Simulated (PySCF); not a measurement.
# C₈H₉Cl₂F: a changed input and its effect

System: C₈H₉Cl₂F, SMILES CC1=CC=C[C@@H](F)[C@H]1C(Cl)Cl.
Method of the first run: GIAO PBE0/pcSseg-1 NMR shielding, non-relativistic, IEF-PCM water (PySCF 2.14.0).

The geometry comes from this level: PBE0-D3(BJ)/def2-SVP. Text and figures count atoms from 1; the logs count them from 0 in places.

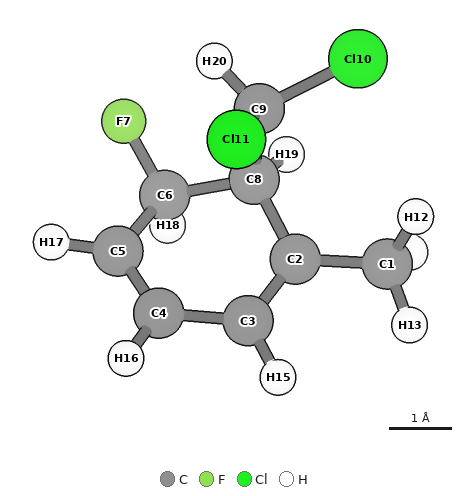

**Figure 1.** The input geometry (ball-and-stick view, seen at a tilt; atoms are numbered from 1 in the order of the input). Bond lengths as drawn: C–C 1.34 to 1.54 Å, C–Cl 1.77 to 1.79 Å, C–F 1.38 Å and C–H 1.09 to 1.11 Å.

### Input file, the first run
```
{"job": {"kind": "nmr", "xc": "PBE0", "basis": "pcSseg-1", "solvent": "water", "pop": false}, "charge": 0, "multiplicity": 1}
C      0.362687    -1.755320     1.011967
C     -0.046782    -0.596417     0.165255
C      0.655625     0.553360     0.110973
C      0.302696     1.646420    -0.790049
C     -0.886580     1.657839    -1.405861
C     -1.885328     0.606920    -1.044361
F     -2.840229     0.471504    -2.032866
C     -1.262751    -0.758594    -0.728532
C     -1.012210    -1.576476    -2.007048
Cl    -1.033571    -3.333878    -1.666920
Cl     0.475812    -1.138005    -2.862333
H      0.605936    -2.628215     0.385384
H      1.240724    -1.508664     1.624646
H     -0.455248    -2.071154     1.680942
H      1.553844     0.656089     0.726357
H      1.031335     2.442117    -0.963070
H     -1.199343     2.444206    -2.096490
H     -2.417331     0.937656    -0.129940
H     -2.032918    -1.336728    -0.193181
H     -1.837828    -1.404656    -2.704952
```

The first line tells a small driver script what to run in PySCF; the rest is the geometry in Å.

Hardware: 1 CPU thread, shared host.

### Output (the first run)
```
coarse grid: 18608 points
cycle   1  E = -1329.4749583236  dE =  1.552e+00  |g| = 6.225e-01  |ddm| = 4.261e+00
cycle   2  E = -1329.4121603175  dE =  6.280e-02  |g| = 8.640e-01  |ddm| = 1.273e+00
cycle   3  E = -1329.5573742152  dE = -1.452e-01  |g| = 9.842e-02  |ddm| = 8.093e-01
cycle   4  E = -1329.5593185403  dE = -1.944e-03  |g| = 4.486e-02  |ddm| = 1.382e-01
cycle   5  E = -1329.5597849178  dE = -4.664e-04  |g| = 1.309e-02  |ddm| = 5.176e-02
cycle   6  E = -1329.5598221261  dE = -3.721e-05  |g| = 3.723e-03  |ddm| = 1.320e-02
cycle   7  E = -1329.5598253938  dE = -3.268e-06  |g| = 7.604e-04  |ddm| = 3.793e-03
final grid: 173112 points
cycle   8  E = -1329.6317947693  dE = -6.248e-05  |g| = 8.621e-03  |ddm| = 4.766e-02
cycle   9  E = -1329.6317878580  dE =  6.911e-06  |g| = 1.026e-02  |ddm| = 1.946e-02
cycle  10  E = -1329.6318119558  dE = -2.410e-05  |g| = 1.689e-03  |ddm| = 1.133e-02
cycle  11  E = -1329.6318124293  dE = -4.735e-07  |g| = 3.836e-04  |ddm| = 1.837e-03
cycle  12  E = -1329.6318124598  dE = -3.046e-08  |g| = 1.175e-04  |ddm| = 3.824e-04
cycle  13  E = -1329.6318124626  dE = -2.836e-09  |g| = 4.761e-05  |ddm| = 1.360e-04
cycle  14  E = -1329.6318124632  dE = -5.302e-10  |g| = 7.070e-06  |ddm| = 4.604e-05
converged SCF energy = -1329.6318124632

GIAO shielding tensors (ppm)
atom      isotropic    diamagn.    paramagn.     s11        s22        s33       span
  0 C      158.177     243.977     -85.800    144.379    147.990    182.162     37.782
  1 C       41.258     259.254    -217.996    -69.282     36.749    156.308    225.590
  2 C       52.170     250.404    -198.234    -57.296     65.468    148.338    205.634
  3 C       51.669     252.206    -200.537    -59.586     54.568    160.025    219.611
  4 C       51.377     255.404    -204.028    -53.952     62.355    145.727    199.679
  5 C       90.983     246.920    -155.936     58.172     76.781    137.998     79.827
  6 F      411.986     472.263     -60.277    386.569    418.806    430.583     44.014
  7 C      130.224     245.184    -114.960    119.842    122.548    148.283     28.441
  8 C      102.865     243.110    -140.245     59.777    119.243    129.574     69.797
  9 Cl     656.904    1145.400    -488.495    309.491    648.153   1013.069    703.578
 10 Cl     724.185    1145.825    -421.640    452.668    696.680   1023.207    570.539
 11 H       28.639      26.941       1.698     23.124     30.159     32.633      9.509
 12 H       29.199      28.720       0.479     25.024     27.306     35.266     10.242
 13 H       29.089      27.676       1.413     25.207     27.000     35.060      9.853
 14 H       24.956      31.748      -6.791     22.688     23.795     28.387      5.699
 15 H       25.211      29.026      -3.816     23.036     24.977     27.618      4.582
 16 H       25.283      29.278      -3.995     23.030     26.166     26.655      3.625
 17 H       25.309      29.592      -4.283     22.255     24.984     28.687      6.432
 18 H       28.379      30.664      -2.285     24.792     28.393     31.951      7.159
 19 H       24.861      28.487      -3.626     20.764     24.297     29.522      8.759
```

The input of the second run differs as follows (lines with − go, lines with + come):
```diff
-"solvent": "water"
-"pop": false
+"solvent": "benzene"
+"pop": true
```

Predict how the results change.

The total energy of the second run is 2.9 kcal/mol higher: the change of the electrostatic solvation energy at this fixed geometry, without cavity or dispersion terms. The HOMO goes from −6.41 to −6.47 eV. The LUMO goes from −1.22 to −1.29 eV. The dipole moment goes from 3.07 to 2.70 D. Of all shieldings, the largest change is that of Cl11, by −7.8 ppm. The number of SCF iterations is the same.

### Output (the second run)
```
coarse grid: 18608 points
cycle   1  E = -1329.4682419586  dE =  1.558e+00  |g| = 6.284e-01  |ddm| = 4.264e+00
cycle   2  E = -1329.3966858276  dE =  7.156e-02  |g| = 8.911e-01  |ddm| = 1.351e+00
cycle   3  E = -1329.5521814976  dE = -1.555e-01  |g| = 1.094e-01  |ddm| = 8.783e-01
cycle   4  E = -1329.5545951001  dE = -2.414e-03  |g| = 5.061e-02  |ddm| = 1.572e-01
cycle   5  E = -1329.5551781120  dE = -5.830e-04  |g| = 1.577e-02  |ddm| = 5.879e-02
cycle   6  E = -1329.5552333525  dE = -5.524e-05  |g| = 3.986e-03  |ddm| = 1.647e-02
cycle   7  E = -1329.5552371524  dE = -3.800e-06  |g| = 9.161e-04  |ddm| = 4.541e-03
final grid: 173112 points
cycle   8  E = -1329.6272305585  dE = -6.181e-05  |g| = 8.717e-03  |ddm| = 4.773e-02
cycle   9  E = -1329.6272217117  dE =  8.847e-06  |g| = 1.070e-02  |ddm| = 2.047e-02
cycle  10  E = -1329.6272482121  dE = -2.650e-05  |g| = 1.733e-03  |ddm| = 1.233e-02
cycle  11  E = -1329.6272487201  dE = -5.079e-07  |g| = 4.157e-04  |ddm| = 1.993e-03
cycle  12  E = -1329.6272487561  dE = -3.601e-08  |g| = 1.380e-04  |ddm| = 4.580e-04
cycle  13  E = -1329.6272487602  dE = -4.120e-09  |g| = 4.953e-05  |ddm| = 1.632e-04
cycle  14  E = -1329.6272487608  dE = -5.703e-10  |g| = 9.119e-06  |ddm| = 5.156e-05
converged SCF energy = -1329.6272487608

GIAO shielding tensors (ppm)
atom      isotropic    diamagn.    paramagn.     s11        s22        s33       span
  0 C      157.666     243.821     -86.155    143.588    147.768    181.642     38.054
  1 C       42.234     259.213    -216.979    -68.041     38.303    156.439    224.480
  2 C       51.905     250.498    -198.593    -57.609     66.034    147.289    204.898
  3 C       51.655     252.264    -200.610    -59.670     55.272    159.362    219.032
  4 C       51.557     255.108    -203.550    -53.722     63.103    145.292    199.014
  5 C       91.200     246.858    -155.658     58.648     77.267    137.685     79.037
  6 F      409.573     471.935     -62.362    385.134    416.238    427.345     42.211
  7 C      129.543     245.133    -115.590    119.343    122.272    147.013     27.670
  8 C      103.476     242.492    -139.015     60.051    120.194    130.185     70.134
  9 Cl     653.380    1145.335    -491.955    304.846    644.464   1010.831    705.984
 10 Cl     716.412    1145.703    -429.291    444.769    686.556   1017.912    573.143
 11 H       28.532      26.852       1.679     23.010     30.036     32.549      9.539
 12 H       29.296      28.819       0.477     25.168     27.425     35.297     10.129
 13 H       29.217      27.809       1.408     25.369     27.149     35.133      9.764
 14 H       25.081      31.852      -6.772     22.811     23.934     28.496      5.685
 15 H       25.327      29.054      -3.727     23.186     25.106     27.688      4.503
 16 H       25.375      29.305      -3.930     23.124     26.268     26.734      3.610
 17 H       25.473      29.786      -4.313     22.440     25.150     28.828      6.388
 18 H       28.615      30.947      -2.332     25.070     28.676     32.099      7.029
 19 H       24.966      28.563      -3.597     20.865     24.411     29.624      8.759
```

### The two runs side by side

```csv
quantity,the first run,the second run
outcome,converged,converged
total energy (hartree),−1329.631812,−1329.627249
HOMO (eV),−6.41,−6.47
LUMO (eV),−1.22,−1.29
dipole moment (D),3.07,2.70
shielding of C1 (ppm),158.2,157.7
shielding of C2 (ppm),41.3,42.2
shielding of F7 (ppm),412.0,409.6
shielding of C8 (ppm),130.2,129.5
shielding of C9 (ppm),102.9,103.5
shielding of Cl10 (ppm),656.9,653.4
shielding of Cl11 (ppm),724.2,716.4
SCF iterations,14,14
basis functions,246,246
wall time (shared host),57 s,62 s
```
